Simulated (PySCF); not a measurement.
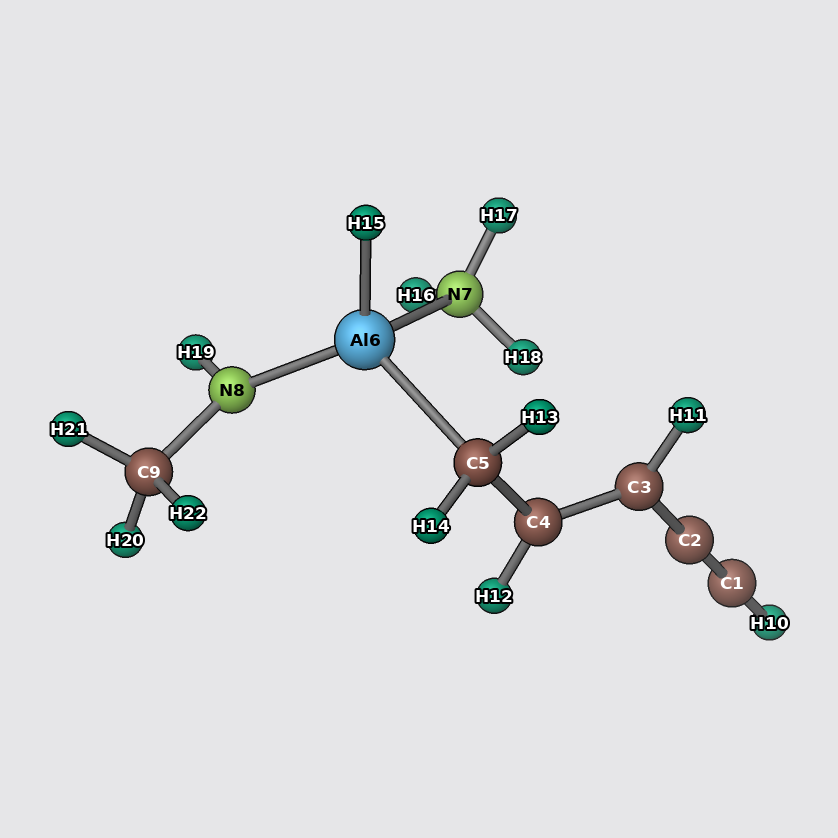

Computed geometry: GFN2-xTB optimisation. No frequency run is at hand to confirm it as a minimum. Electric field gradients from the ground-state density, PBE0/pcSseg-1 (PySCF 2.14.0), non-relativistic apart from any core potentials.

Give the largest field-gradient component, the quadrupole coupling constant and the asymmetry for 27Al at Al6 (Q = 146.6 mb), 14N at N7 (Q = 20.44 mb), 14N at N8 (Q = 20.44 mb).

| atom | V_zz (a.u.) | e²qQ/h (MHz) | η |
| --- | --- | --- | --- |
| Al6 | 0.777 | 26.8 | 0.43 |
| N7 | −0.644 | −3.09 | 0.19 |
| N8 | −1.041 | −5.00 | 0.57 |

The geometry is semi-empirical. Around Al such bond lengths and angles can be off by a tenth of an ångström or more and by several degrees, and values that hang on the shape move with them.
